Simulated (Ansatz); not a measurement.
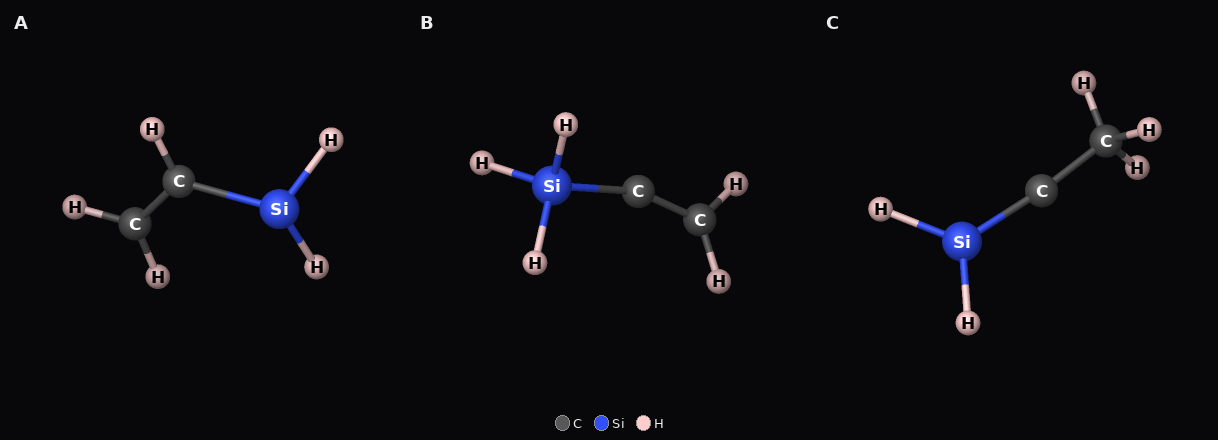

3 stationary structures of one formula. The species is neutral and a spin doublet. Geometries: PBE0-D4/def2-TZVP. Electronic energies: UHF-CCSD(T) (frozen core)/def2-TZVPP (Ansatz 0.2.0), without zero-point energy. No frequency run is at hand to confirm each as a minimum. Each is one conformer, not always the lowest.

### Which structure is the most stable?

A is lowest (C1); B lies 14.6 kcal/mol above it (Cs), C lies 33.2 kcal/mol above it (Cs).

The determinant isn't a pure spin state (⟨S²⟩ up to 1.16).
